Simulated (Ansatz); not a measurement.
**BH2Cl2F: nudged elastic band**

BH2Cl2F, computed with RKS BHLYP/6-31G* (Ansatz 0.2.0).

It belongs to a series of runs on one base structure; here: band between the two ends. Figures and captions count atoms from 1; the log counts them from 0 in places.

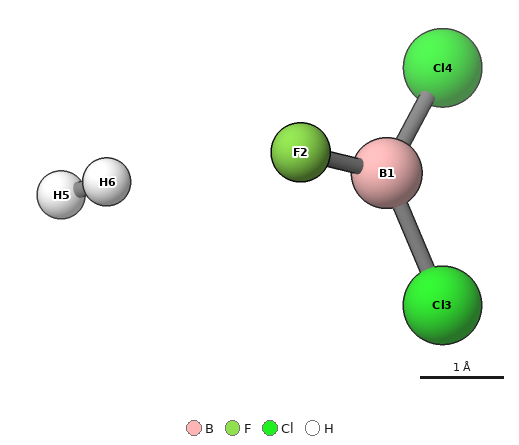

**Figure 1.** The structure as given in the input (ball-and-stick view, seen at a tilt; atoms are numbered from 1 in the order of the input). Bond lengths as drawn: B–Cl 1.74 Å, B–F 1.30 Å and H–H 0.73 Å.

**The input**
```yaml
crystal:
  periodic: [false, false, false]
  atoms:
    - { symbol: B, position_ang: [0.02966, 0.517994, -0.471185] }
    - { symbol: F, position_ang: [0.007439, 0.419187, 0.829173] }
    - { symbol: Cl, position_ang: [1.565017, 0.576524, -1.289772] }
    - { symbol: Cl, position_ang: [-1.476906, 0.586624, -1.340847] }
    - { symbol: H, position_ang: [-0.007704, -2.677356, 1.981797] }
    - { symbol: H, position_ang: [-0.006106, -1.948874, 1.885035] }
basis:
  gaussian: { orbitals: "6-31G*" }
hamiltonian:
  xc: { name: BHLYP }
neb:
  order_check: false
  images: 9
  f_tol: 0.05
  max_iterations: 53
  final_atoms:
    - { symbol: B, position_ang: [0.17808235, -0.70010171, -0.50591667] }
    - { symbol: F, position_ang: [0.19259701, -0.26616712, 1.91477081] }
    - { symbol: Cl, position_ang: [1.5309717, 0.30168956, -0.94619523] }
    - { symbol: Cl, position_ang: [-1.46357109, -0.08381026, -0.65859142] }
    - { symbol: H, position_ang: [0.3387098, -1.83493589, -0.25289666] }
    - { symbol: H, position_ang: [-0.66538977, 0.05742442, 2.04303018] }
  initial_path:
    images:
      - { positions_ang: [[0.02966, 0.517994, -0.471185], [0.007439, 0.419187, 0.829173], [1.565017, 0.576524, -1.289772], [-1.476906, 0.586624, -1.340847], [-0.007704, -2.677356, 1.981797], [-0.006106, -1.948874, 1.885035]] }
      - { positions_ang: [[0.02683983, 0.41113416, -0.38190946], [0.00091299, 0.35200461, 0.99168299], [1.58165341, 0.44040855, -1.21413337], [-1.49586367, 0.46140583, -1.27151186], [0.00102521, -2.42175331, 1.69125958], [-0.00316777, -1.76910084, 1.77881312]] }
      - { positions_ang: [[0.02401966, 0.30427432, -0.29263393], [-0.00561302, 0.28482222, 1.15419299], [1.59828983, 0.30429309, -1.13849474], [-1.51482134, 0.33618767, -1.20217672], [0.00975443, -2.16615062, 1.40072215], [-0.00022955, -1.58932768, 1.67259125]] }
      - { positions_ang: [[0.02119948, 0.19741449, -0.20335839], [-0.01213903, 0.21763983, 1.31670298], [1.61492624, 0.16817764, -1.06285611], [-1.53377901, 0.2109695, -1.13284158], [0.01848364, -1.91054793, 1.11018473], [0.00270868, -1.40955452, 1.56636937]] }
      - { positions_ang: [[0.01837931, 0.09055465, -0.11408285], [-0.01866504, 0.15045744, 1.47921298], [1.63156266, 0.03206219, -0.98721749], [-1.55273668, 0.08575133, -1.06350644], [0.02721285, -1.65494524, 0.81964731], [0.00564691, -1.22978136, 1.4601475]] }
      - { positions_ang: [[0.01555914, -0.01630519, -0.02480732], [-0.02519106, 0.08327505, 1.64172297], [1.64819907, -0.10405327, -0.91157886], [-1.57169435, -0.03946684, -0.99417131], [0.03594207, -1.39934256, 0.52910989], [0.00858513, -1.0500082, 1.35392562]] }
      - { positions_ang: [[0.04806378, -0.15306449, -0.12102919], [0.01836656, 0.01338661, 1.69633254], [1.6247536, -0.0229047, -0.91850213], [-1.5500697, -0.04833552, -0.92705533], [0.09649561, -1.48646122, 0.37270858], [-0.12620985, -0.82852167, 1.49174653]] }
      - { positions_ang: [[0.08056842, -0.2898238, -0.21725106], [0.06192417, -0.05650182, 1.75094211], [1.60130812, 0.05824386, -0.92542541], [-1.52844505, -0.05720421, -0.85993935], [0.15704916, -1.57357989, 0.21630727], [-0.26100483, -0.60703515, 1.62956744]] }
      - { positions_ang: [[0.11307307, -0.4265831, -0.31347293], [0.10548178, -0.12639025, 1.80555167], [1.57786265, 0.13939243, -0.93234868], [-1.5068204, -0.06607289, -0.79282337], [0.21760271, -1.66069856, 0.05990596], [-0.39579981, -0.38554862, 1.76738836]] }
      - { positions_ang: [[0.14557771, -0.56334241, -0.4096948], [0.14903939, -0.19627868, 1.86016124], [1.55441717, 0.22054099, -0.93927196], [-1.48519574, -0.07494158, -0.7257074], [0.27815626, -1.74781722, -0.09649535], [-0.53059479, -0.1640621, 1.90520927]] }
      - { positions_ang: [[0.17808235, -0.70010171, -0.50591667], [0.19259701, -0.26616712, 1.91477081], [1.5309717, 0.30168956, -0.94619523], [-1.46357109, -0.08381026, -0.65859142], [0.3387098, -1.83493589, -0.25289666], [-0.66538977, 0.05742442, 2.04303018]] }
```

Run on 1 thread of Arm Neoverse V2, 24 GiB of memory available, shared host.

Launched with:
```bash
ansatz run input.yaml --threads 1 --pin off --max-ram 2048MiB --backend cpu --events-out ev --progress --plain --runs-dir out
```

**What the program printed**
```
Engine: ansatz 0.2.0, aarch64-unknown-linux-gnu
Functional definition: BHLYP
  parameter a = 0.5
  exchange = (1 - a)*b88_x + a*exact_x
  correlation = lyp_c
751 factors; integrals over basis functions are off by at most 2.3e-4 eV
mean field evaluation 1: about -28470.5296 eV, gradient 2.6e1 eV
mean field evaluation 2: about -28470.5312 eV, gradient 2.8e1 eV
mean field evaluation 4: about -28471.7424 eV, gradient 8.4e-1 eV
mean field evaluation 8: about -28471.7812 eV, gradient 8.1e-3 eV
mean field -28471.78121281 eV, -1046.3186607043 hartree, gradient 1.3e-5 eV, S^2 0.000000; 0 other end points of the search recorded, 0 dependent functions left out
the calculation of the forces begins
reference -28471.78135984 eV, -1046.3186661076 hartree; 25, 25 occupied and 47, 47 virtual orbitals, 751 factors
751 factors; integrals over basis functions are off by at most 3.9e-4 eV
mean field evaluation 16: about -28469.4431 eV, gradient 2.6e1 eV
mean field -28470.42890891 eV, -1046.2689644526 hartree, gradient 2.6e-5 eV, S^2 0.000000; 0 other end points of the search recorded, 0 dependent functions left out
[... from here on the field's lines of each further geometry are left out, up to the last ...]
NEB iter   1: max|band force component| = 8.741e1 eV/Å  barrier→ = 12.9846 eV  barrier← = 11.6323 eV  Δτ_max = 0.2000 Å  (274 SCF iters)
NEB iter   2: max|band force component| = 1.639e1 eV/Å  barrier→ = 3.1136 eV  barrier← = 1.7612 eV  Δτ_max = 0.2000 Å  (286 SCF iters)
NEB iter   3: max|band force component| = 9.595e0 eV/Å  barrier→ = 2.2248 eV  barrier← = 0.8725 eV  Δτ_max = 0.1955 Å  (286 SCF iters)
NEB iter   4: max|band force component| = 4.586e1 eV/Å  barrier→ = 6.3862 eV  barrier← = 5.0339 eV  Δτ_max = 0.1022 Å  (268 SCF iters)
NEB iter   5: max|band force component| = 2.865e1 eV/Å  barrier→ = 4.1463 eV  barrier← = 2.7940 eV  Δτ_max = 0.1875 Å  (260 SCF iters)
NEB iter   6: max|band force component| = 1.135e1 eV/Å  barrier→ = 2.2751 eV  barrier← = 0.9228 eV  Δτ_max = 0.1947 Å  (270 SCF iters)
NEB iter   7: max|band force component| = 4.710e0 eV/Å  barrier→ = 2.0404 eV  barrier← = 0.6881 eV  Δτ_max = 0.1998 Å  (266 SCF iters)
NEB iter   8: max|band force component| = 8.641e0 eV/Å  barrier→ = 2.0611 eV  barrier← = 0.7088 eV  Δτ_max = 0.1007 Å  (268 SCF iters)
NEB iter   9: max|band force component| = 1.975e0 eV/Å  barrier→ = 2.0201 eV  barrier← = 0.6678 eV  Δτ_max = 0.1868 Å  (263 SCF iters)
NEB iter  10: max|band force component| = 4.603e0 eV/Å  barrier→ = 2.1909 eV  barrier← = 0.8386 eV  Δτ_max = 0.1054 Å  (274 SCF iters)
NEB iter  11: max|band force component| = 5.150e0 eV/Å  barrier→ = 2.0918 eV  barrier← = 0.7395 eV  Δτ_max = 0.0500 Å  (259 SCF iters)
NEB iter  12: max|band force component| = 2.076e0 eV/Å  barrier→ = 2.0937 eV  barrier← = 0.7414 eV  Δτ_max = 0.1021 Å  (253 SCF iters)
NEB iter  13: max|band force component| = 3.187e0 eV/Å  barrier→ = 2.2769 eV  barrier← = 0.9246 eV  Δτ_max = 0.0499 Å  (263 SCF iters)
NEB iter  14: max|band force component| = 2.544e0 eV/Å  barrier→ = 2.1950 eV  barrier← = 0.8427 eV  Δτ_max = 0.0252 Å  (268 SCF iters)
NEB iter  15: max|band force component| = 1.555e0 eV/Å  barrier→ = 2.1499 eV  barrier← = 0.7976 eV  Δτ_max = 0.0254 Å  (259 SCF iters)
NEB iter  16: max|band force component| = 1.580e0 eV/Å  barrier→ = 2.1129 eV  barrier← = 0.7606 eV  Δτ_max = 0.0125 Å  (253 SCF iters)
NEB iter  17: max|band force component| = 7.370e-1 eV/Å  barrier→ = 2.1118 eV  barrier← = 0.7595 eV  Δτ_max = 0.0249 Å  (232 SCF iters)
NEB iter  18: max|band force component| = 5.558e-1 eV/Å  barrier→ = 2.0965 eV  barrier← = 0.7442 eV  Δτ_max = 0.0250 Å  (237 SCF iters)
NEB iter  19: max|band force component| = 1.820e0 eV/Å  barrier→ = 2.1156 eV  barrier← = 0.7633 eV  Δτ_max = 0.0125 Å  (236 SCF iters)
NEB iter  20: max|band force component| = 9.188e-1 eV/Å  barrier→ = 2.1209 eV  barrier← = 0.7686 eV  Δτ_max = 0.0251 Å  (220 SCF iters)
NEB iter  21: max|band force component| = 1.514e0 eV/Å  barrier→ = 2.1441 eV  barrier← = 0.7918 eV  Δτ_max = 0.0125 Å  (232 SCF iters)
NEB iter  22: max|band force component| = 6.784e-1 eV/Å  barrier→ = 2.1539 eV  barrier← = 0.8016 eV  Δτ_max = 0.0234 Å  (228 SCF iters)
NEB iter  23: max|band force component| = 6.007e-1 eV/Å  barrier→ = 2.1607 eV  barrier← = 0.8084 eV  Δτ_max = 0.0116 Å  (221 SCF iters)
NEB iter  24: max|band force component| = 1.070e0 eV/Å  barrier→ = 2.1682 eV  barrier← = 0.8159 eV  CI = image 6  Δτ_max = 0.0234 Å  (210 SCF iters)
NEB iter  25: max|band force component| = 1.112e0 eV/Å  barrier→ = 2.2238 eV  barrier← = 0.8715 eV  CI = image 6  Δτ_max = 0.0472 Å  (241 SCF iters)
NEB iter  26: max|band force component| = 1.434e0 eV/Å  barrier→ = 2.3407 eV  barrier← = 0.9884 eV  CI = image 6  Δτ_max = 0.0235 Å  (253 SCF iters)
NEB iter  27: max|band force component| = 9.426e-1 eV/Å  barrier→ = 2.3970 eV  barrier← = 1.0447 eV  CI = image 6  Δτ_max = 0.0234 Å  (262 SCF iters)
NEB iter  28: max|band force component| = 8.063e-1 eV/Å  barrier→ = 2.4450 eV  barrier← = 1.0927 eV  CI = image 6  Δτ_max = 0.0465 Å  (261 SCF iters)
NEB iter  29: max|band force component| = 1.395e0 eV/Å  barrier→ = 2.4670 eV  barrier← = 1.1147 eV  CI = image 6  Δτ_max = 0.0234 Å  (240 SCF iters)
NEB iter  30: max|band force component| = 6.602e-1 eV/Å  barrier→ = 2.4821 eV  barrier← = 1.1298 eV  CI = image 6  Δτ_max = 0.0467 Å  (230 SCF iters)
NEB iter  31: max|band force component| = 1.523e0 eV/Å  barrier→ = 2.4892 eV  barrier← = 1.1369 eV  CI = image 6  Δτ_max = 0.0234 Å  (249 SCF iters)
NEB iter  32: max|band force component| = 5.434e-1 eV/Å  barrier→ = 2.4922 eV  barrier← = 1.1399 eV  CI = image 6  Δτ_max = 0.0474 Å  (244 SCF iters)
NEB iter  33: max|band force component| = 1.832e0 eV/Å  barrier→ = 2.4916 eV  barrier← = 1.1393 eV  CI = image 6  Δτ_max = 0.0232 Å  (233 SCF iters)
NEB iter  34: max|band force component| = 1.017e0 eV/Å  barrier→ = 2.4906 eV  barrier← = 1.1383 eV  CI = image 6  Δτ_max = 0.0460 Å  (215 SCF iters)
NEB iter  35: max|band force component| = 6.602e-1 eV/Å  barrier→ = 2.4901 eV  barrier← = 1.1378 eV  CI = image 6  Δτ_max = 0.0466 Å  (231 SCF iters)
NEB iter  36: max|band force component| = 3.667e-1 eV/Å  barrier→ = 2.4901 eV  barrier← = 1.1378 eV  CI = image 6  Δτ_max = 0.0235 Å  (211 SCF iters)
NEB iter  37: max|band force component| = 2.637e-1 eV/Å  barrier→ = 2.4901 eV  barrier← = 1.1378 eV  CI = image 6  Δτ_max = 0.0234 Å  (204 SCF iters)
NEB iter  38: max|band force component| = 2.706e-1 eV/Å  barrier→ = 2.4901 eV  barrier← = 1.1378 eV  CI = image 6  Δτ_max = 0.0117 Å  (219 SCF iters)
NEB iter  39: max|band force component| = 3.031e-1 eV/Å  barrier→ = 2.4901 eV  barrier← = 1.1378 eV  CI = image 6  Δτ_max = 0.0058 Å  (205 SCF iters)
NEB iter  40: max|band force component| = 1.445e-1 eV/Å  barrier→ = 2.4901 eV  barrier← = 1.1378 eV  CI = image 6  Δτ_max = 0.0117 Å  (187 SCF iters)
NEB iter  41: max|band force component| = 6.167e-1 eV/Å  barrier→ = 2.4901 eV  barrier← = 1.1378 eV  CI = image 6  Δτ_max = 0.0058 Å  (222 SCF iters)
NEB iter  42: max|band force component| = 1.982e-1 eV/Å  barrier→ = 2.4901 eV  barrier← = 1.1378 eV  CI = image 6  Δτ_max = 0.0117 Å  (197 SCF iters)
NEB iter  43: max|band force component| = 1.937e-1 eV/Å  barrier→ = 2.4901 eV  barrier← = 1.1378 eV  CI = image 6  Δτ_max = 0.0058 Å  (199 SCF iters)
NEB iter  44: max|band force component| = 3.284e-1 eV/Å  barrier→ = 2.4901 eV  barrier← = 1.1378 eV  CI = image 6  Δτ_max = 0.0029 Å  (189 SCF iters)
NEB iter  45: max|band force component| = 1.518e-1 eV/Å  barrier→ = 2.4901 eV  barrier← = 1.1378 eV  CI = image 6  Δτ_max = 0.0058 Å  (178 SCF iters)
the calculation of the forces begins
reference -28470.40209432 eV, -1046.2679790347 hartree; 25, 25 occupied and 47, 47 virtual orbitals, 751 factors
751 factors; integrals over basis functions are off by at most 5.2e-4 eV
mean field evaluation 2816: about -28469.2528 eV, gradient 2.2e-1 eV
mean field -28469.29109437 eV, -1046.2271505395 hartree, gradient 1.7e-5 eV, S^2 0.000000; 1 other end points of the search recorded, 0 dependent functions left out
the calculation of the forces begins
reference -28469.29122533 eV, -1046.2271553524 hartree; 25, 25 occupied and 47, 47 virtual orbitals, 751 factors
NEB iter  46: max|band force component| = 3.563e-2 eV/Å  barrier→ = 2.4901 eV  barrier← = 1.1378 eV  CI = image 6  Δτ_max = 0.0000 Å  (405 SCF iters)
```

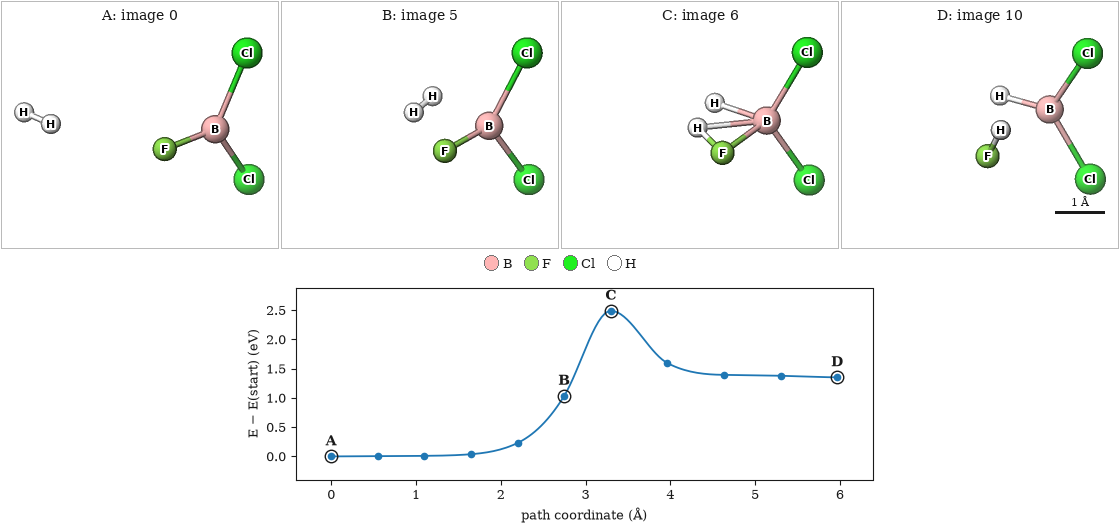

**Figure 2.** Images of the last band (counted from 0; ball-and-stick, seen at a tilt) above the energy along the path; the line is a cubic interpolation that uses the forces. The highest image is number 6, 2.490 eV above the start and 1.138 eV above the end (the climbing image); the end lies 1.352 eV above the start. The path is 5.97 Å long. The band converged in 46 iterations.

```
Total energy: -28469.29122533 eV, -1046.2271553524 hartree
Atom 0 at     0.023001    -0.327123    -0.012550 Å, force    -0.000108     0.000009    -0.000114 eV/Å
Atom 1 at    -0.011579     0.201493     1.471586 Å, force    -0.000011     0.000027     0.000073 eV/Å
Atom 2 at     1.569249     0.056596    -0.775031 Å, force    -0.000013    -0.000040     0.000073 eV/Å
Atom 3 at    -1.500196     0.023840    -0.834871 Å, force     0.000042    -0.000001     0.000033 eV/Å
Atom 4 at     0.027094    -1.544159     0.442693 Å, force     0.000018    -0.000008     0.000053 eV/Å
Atom 5 at     0.003830    -0.936548     1.302373 Å, force     0.000073     0.000014    -0.000119 eV/Å
Dipole moment:    -0.003090    -0.351411     0.350864 e Å
this run last wrote the band of iteration 46 to [file]
```

**The last band as extended XYZ (Å, eV, eV/Å)**
```
6
Properties=species:S:1:pos:R:3:forces:R:3 image=0 energy=-28471.78121
B     0.0297    0.5180   -0.4712    0.0003   0.0010  -0.0094
F     0.0074    0.4192    0.8292    0.0002  -0.0051   0.0143
Cl    1.5650    0.5765   -1.2898    0.0008   0.0021  -0.0034
Cl   -1.4769    0.5866   -1.3408   -0.0012   0.0021  -0.0039
H    -0.0077   -2.6774    1.9818    0.0000  -0.0095   0.0049
H    -0.0061   -1.9489    1.8850   -0.0001   0.0094  -0.0025
6
Properties=species:S:1:pos:R:3:forces:R:3 image=1 energy=-28471.77724
B     0.0295    0.4830   -0.3690    0.0006   0.0311   0.0056
F     0.0092    0.6408    0.9258   -0.0001  -0.0189  -0.0145
Cl    1.5630    0.3859   -1.1876    0.0057  -0.0054   0.0017
Cl   -1.4776    0.3833   -1.2350   -0.0062  -0.0054   0.0016
H    -0.0056   -2.5696    1.6586    0.0000  -0.0358  -0.0031
H    -0.0072   -1.8494    1.8015   -0.0001   0.0343   0.0087
6
Properties=species:S:1:pos:R:3:forces:R:3 image=2 energy=-28471.77151
B     0.0282    0.4486   -0.2661   -0.0017   0.0003  -0.0087
F     0.0065    0.8186    0.9836    0.0005  -0.0010   0.0027
Cl    1.5627    0.2116   -1.0547    0.0015   0.0055  -0.0026
Cl   -1.4783    0.2071   -1.1059   -0.0001   0.0057  -0.0023
H    -0.0050   -2.4005    1.2987    0.0002  -0.0090   0.0081
H    -0.0028   -1.8113    1.7386   -0.0004  -0.0015   0.0028
6
Properties=species:S:1:pos:R:3:forces:R:3 image=3 energy=-28471.74347
B     0.0262    0.3715   -0.1380    0.0001   0.0325  -0.0205
F     0.0047    0.8352    1.0803   -0.0001   0.0315  -0.0133
Cl    1.5613    0.0744   -0.9059    0.0000   0.0280  -0.0219
Cl   -1.4808    0.0757   -0.9602    0.0013   0.0283  -0.0216
H     0.0079   -2.1629    0.9661   -0.0009  -0.0621   0.0417
H    -0.0080   -1.7199    1.5520   -0.0004  -0.0583   0.0356
6
Properties=species:S:1:pos:R:3:forces:R:3 image=4 energy=-28471.55141
B     0.0251    0.2297   -0.0123    0.0035   0.3628  -0.1028
F     0.0019    0.6414    1.2290    0.0024   0.2321  -0.1183
Cl    1.5619    0.0118   -0.8091   -0.0026   0.0646  -0.0307
Cl   -1.4805    0.0173   -0.8678    0.0035   0.0646  -0.0306
H     0.0071   -1.9059    0.7163   -0.0034  -0.3387   0.1454
H    -0.0040   -1.5201    1.3380   -0.0034  -0.3854   0.1371
6
Properties=species:S:1:pos:R:3:forces:R:3 image=5 energy=-28470.74530
B     0.0244   -0.0388    0.0805    0.0001   1.3698   0.4434
F     0.0006    0.4285    1.3482    0.0159   1.0096  -0.5508
Cl    1.5667   -0.0067   -0.7705   -0.0538  -0.1323   0.0318
Cl   -1.4807    0.0093   -0.8338    0.0499  -0.1327   0.0341
H     0.0058   -1.6586    0.5645   -0.0137  -0.5478   0.5210
H    -0.0053   -1.2595    1.2053    0.0015  -1.5666  -0.4795
6
Properties=species:S:1:pos:R:3:forces:R:3 image=6 energy=-28469.29109
B     0.0230   -0.3271   -0.0126   -0.0001   0.0000  -0.0001
F    -0.0116    0.2015    1.4716    0.0000   0.0000   0.0001
Cl    1.5692    0.0566   -0.7750    0.0000   0.0000   0.0001
Cl   -1.5002    0.0238   -0.8349    0.0000   0.0000   0.0000
H     0.0271   -1.5442    0.4427    0.0000   0.0000   0.0001
H     0.0038   -0.9365    1.3024    0.0001   0.0000  -0.0001
6
Properties=species:S:1:pos:R:3:forces:R:3 image=7 energy=-28470.18493
B     0.0389   -0.5201   -0.2960    0.0171  -0.2271  -0.3318
F    -0.0420    0.1547    1.6605   -0.0052  -0.0478   0.2184
Cl    1.5668    0.1493   -0.8187   -0.0044   0.0669  -0.0736
Cl   -1.4925    0.0550   -0.9127    0.0049   0.0671  -0.0732
H     0.0561   -1.5912    0.2181    0.0096  -0.0546  -0.2575
H    -0.0159   -0.7735    1.7430   -0.0219   0.1955   0.5177
6
Properties=species:S:1:pos:R:3:forces:R:3 image=8 energy=-28470.38665
B     0.0775   -0.6020   -0.5082    0.0009  -0.0043  -0.0115
F    -0.0939    0.1563    1.8046   -0.0002  -0.0012   0.0085
Cl    1.5872    0.1872   -0.8838   -0.0004   0.0017  -0.0058
Cl   -1.4415    0.0531   -1.0624    0.0010   0.0017  -0.0053
H     0.0955   -1.6709   -0.0142    0.0013  -0.0043  -0.0132
H    -0.1133   -0.6496    2.2583   -0.0027   0.0063   0.0273
6
Properties=species:S:1:pos:R:3:forces:R:3 image=9 energy=-28470.40196
B     0.1488   -0.6474   -0.5217    0.0038  -0.0020  -0.0013
F     0.1552    0.0322    1.8476    0.0180  -0.0103   0.0038
Cl    1.5862    0.2155   -0.9920   -0.0007   0.0028  -0.0076
Cl   -1.4394    0.0058   -0.8674   -0.0005  -0.0009   0.0147
H     0.2342   -1.7423   -0.1025    0.0086  -0.0044  -0.0076
H    -0.5737   -0.3897    2.2302   -0.0291   0.0148  -0.0020
6
Properties=species:S:1:pos:R:3:forces:R:3 image=10 energy=-28470.42891
B     0.1781   -0.7001   -0.5059   -0.0048  -0.0098  -0.0058
F     0.1926   -0.2662    1.9148    0.0038  -0.0118   0.0006
Cl    1.5310    0.3017   -0.9462    0.0086   0.0109   0.0010
Cl   -1.4636   -0.0838   -0.6586   -0.0056   0.0009   0.0044
H     0.3387   -1.8349   -0.2529   -0.0001   0.0005   0.0073
H    -0.6654    0.0574    2.0430   -0.0018   0.0092  -0.0075
```

**Results in brief**

| quantity | value |
| --- | --- |
| outcome | converged |
| barrier, forward | 2.490 eV |
| barrier, backward | 1.138 eV |
| wall time | 16 min |
| peak memory | 0.14 GiB |

**Notes**

The order of the saddle point was not checked.
